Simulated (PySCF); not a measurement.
Run report: CH$_{7}$BGeO$_{2}$, spin–spin coupling calculation

CH$_{7}$BGeO$_{2}$, SMILES [CH3][GeH2][B](O)O, computed with B3LYP/pcJ-1 Ge:pcSseg-1 indirect spin-spin coupling, non-relativistic, gas phase (PySCF 2.14.0).

The geometry comes from this level: GFN2-xTB. It belongs to a series of runs on one base structure; here: H on Ge replaced by B(OH)2.

Figures and captions count atoms from 1; the log counts them from 0 in places.

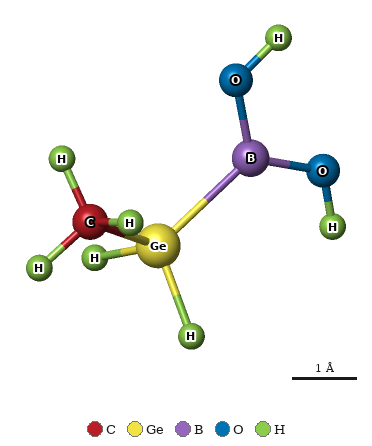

*The input geometry (ball-and-stick view, seen at a tilt). Sticks mark near contacts.*

Bond lengths as drawn: B–Ge 2.04 Å, B–O 1.34 to 1.35 Å, C–Ge 1.97 Å, C–H 1.09 Å, Ge–H 1.51 to 1.52 Å and H–O 0.96 Å.

### Results in brief

```json
{"quantity": "outcome", "value": "converged"}
{"quantity": "total energy", "value": "−2294.579305 hartree"}
{"quantity": "HOMO", "value": "−7.87 eV"}
{"quantity": "LUMO", "value": "−0.08 eV"}
{"quantity": "dipole moment", "value": "1.58 D"}
{"quantity": "hardware", "value": "1 CPU thread, shared host"}
{"quantity": "wall time", "value": "87 s"}
{"quantity": "peak memory", "value": "0.91 GiB"}
```

### Remarks

Spin–orbit coupling is left out, which matters for the heavy atoms.

### The input
```
{"job": {"kind": "j", "xc": "B3LYP", "basis": "pcJ-1"}, "charge": 0, "multiplicity": 1}
C     -1.879567     0.412038    -0.520156
Ge    -0.486238    -0.440006     0.582851
B      1.423931    -0.052440    -0.013168
O      1.553376     0.264948    -1.311311
O      2.539165    -0.085553     0.751571
H     -2.877543     0.125676    -0.201723
H     -1.801540     1.495057    -0.467381
H     -1.753693     0.120494    -1.559680
H     -0.763072    -0.063562     2.026544
H     -0.828038    -1.911200     0.628216
H      2.446006     0.444503    -1.615558
H      2.428413    -0.310640     1.673770
```

The first line tells a small driver script what to run in PySCF; the rest is the geometry in Å.

Command:
```bash
OMP_NUM_THREADS=1 python <driver script> task.json out
```

### Log
```
coarse grid: 45440 points
cycle   1  E = -2294.3669723896  dE = -1.723e-01  |g| = 1.318e+00  |ddm| = 2.831e+00
cycle   2  E = -2294.0983831689  dE =  2.686e-01  |g| = 1.775e+00  |ddm| = 1.842e+00
cycle   3  E = -2294.5729677012  dE = -4.746e-01  |g| = 1.918e-01  |ddm| = 1.286e+00
cycle   4  E = -2294.5787771219  dE = -5.809e-03  |g| = 6.655e-02  |ddm| = 1.257e-01
cycle   5  E = -2294.5792466910  dE = -4.696e-04  |g| = 1.219e-02  |ddm| = 3.875e-02
cycle   6  E = -2294.5792758687  dE = -2.918e-05  |g| = 4.008e-03  |ddm| = 1.323e-02
cycle   7  E = -2294.5792786463  dE = -2.778e-06  |g| = 1.256e-03  |ddm| = 3.014e-03
final grid: 95480 points
cycle   8  E = -2294.5793042036  dE =  4.774e-07  |g| = 2.211e-03  |ddm| = 2.658e-03
cycle   9  E = -2294.5793024810  dE =  1.723e-06  |g| = 3.928e-03  |ddm| = 3.859e-03
cycle  10  E = -2294.5793050086  dE = -2.528e-06  |g| = 1.903e-04  |ddm| = 2.420e-03
cycle  11  E = -2294.5793050140  dE = -5.415e-09  |g| = 2.648e-05  |ddm| = 1.525e-04
cycle  12  E = -2294.5793050141  dE = -1.301e-10  |g| = 3.561e-06  |ddm| = 2.357e-05
```

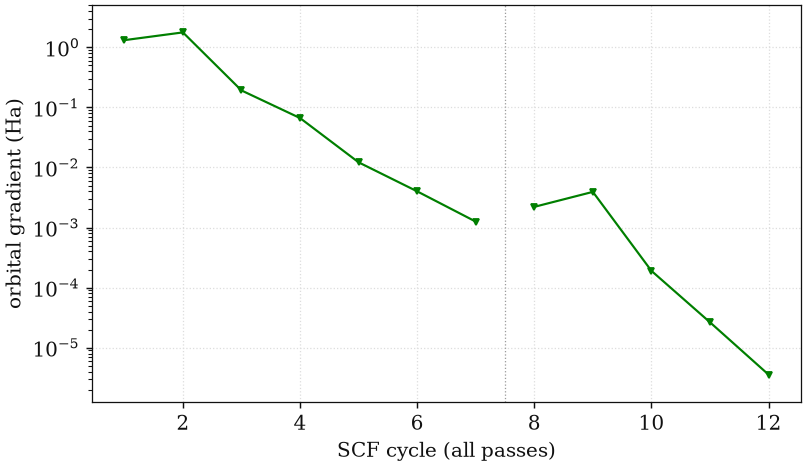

*Convergence of the self-consistent field: orbital gradient against the SCF cycle. The dotted line marks the change from a coarse to the final integration grid.*

The first 7 cycles use a coarse grid, the final grid takes over at cycle 8, and the field converges after 12 cycles in all.

```
converged SCF energy = -2294.5793050141

Indirect spin-spin couplings (Hz)
  i      j    bonds     total        FC       PSO       DSO        SD
  0 C    2 B    2      3.119     3.277    -0.046    -0.081    -0.031
  0 C    3 O    3      0.591     0.554     0.045    -0.008         -
  0 C    4 O    3     -0.121    -0.172    -0.007     0.057         -
  0 C    5 H    1    138.851   136.432     1.513     0.907         -
  0 C    6 H    1    133.759   131.255     1.579     0.925         -
  0 C    7 H    1    134.381   131.916     1.532     0.934         -
  0 C    8 H    2      4.120     4.532     0.130    -0.542         -
  0 C    9 H    2      3.365     3.762     0.119    -0.515         -
  0 C   10 H    4     -0.384    -0.340     0.334    -0.378         -
  0 C   11 H    4     -0.153     0.138     0.166    -0.457         -
  2 B    3 O    1     -1.325    -6.604     5.666    -0.183    -0.204
  2 B    4 O    1     -6.556   -12.145     5.798    -0.178    -0.032
  2 B    5 H    3      6.010     6.397     0.268    -0.677     0.022
  2 B    6 H    3     -0.235    -0.089    -0.073    -0.059    -0.014
  2 B    7 H    3     -0.103     0.078    -0.110    -0.051    -0.021
  2 B    8 H    2     11.200    11.849    -0.044    -0.642     0.037
  2 B    9 H    2      8.814     9.431    -0.021    -0.647     0.051
  2 B   10 H    2     -5.566    -4.437    -0.178    -0.821    -0.129
  2 B   11 H    2     -0.063     0.991    -0.265    -0.737    -0.051
  3 O    5 H    4      0.363     0.288    -0.089     0.164         -
  3 O    8 H    3     -9.144    -9.403    -0.122     0.381         -
  3 O    9 H    3     -1.692    -1.859    -0.060     0.228         -
  3 O   10 H    1    -81.382   -69.255   -11.740    -0.388         -
  3 O   11 H    3     -2.643    -2.975    -0.101     0.432         -
  4 O    8 H    3      0.459     0.419    -0.039     0.078         -
  4 O    9 H    3     -0.400    -0.510    -0.084     0.194         -
  4 O   10 H    3     -2.461    -3.154     0.750    -0.057         -
  4 O   11 H    1    -93.292   -81.203   -11.720    -0.368         -
  5 H    6 H    2    -13.035   -14.049     3.049    -2.034         -
  5 H    7 H    2    -13.053   -14.070     3.039    -2.022         -
  5 H    8 H    3      0.461     0.825     0.233    -0.596         -
  5 H    9 H    3      1.837     2.027     0.117    -0.307         -
  5 H   10 H    5     -0.434    -0.087     1.429    -1.775         -
  5 H   11 H    5     -0.614     0.164     0.724    -1.502         -
  6 H    7 H    2    -13.965   -15.010     2.937    -1.892         -
  6 H    8 H    3      0.951     1.458     0.308    -0.815         -
  6 H    9 H    3     10.497    12.639     1.666    -3.808         -
  6 H   11 H    5     -0.522     0.008     0.556    -1.087         -
  7 H    8 H    3      9.960    12.170     1.661    -3.871         -
  7 H    9 H    3      0.533     1.105     0.374    -0.946         -
  7 H   11 H    5     -0.654     0.015     0.868    -1.538         -
  8 H    9 H    2     -6.899    -4.908     0.682    -2.674         -
  8 H   10 H    4      3.136     4.216     1.479    -2.559         -
  8 H   11 H    4      0.240    -0.098    -0.863     1.201         -
  9 H   10 H    4     -0.295     0.474     1.446    -2.215         -
  9 H   11 H    4     -0.742    -0.105     0.054    -0.691         -
 10 H   11 H    4     -0.600    -0.409     2.843    -3.034         -
```
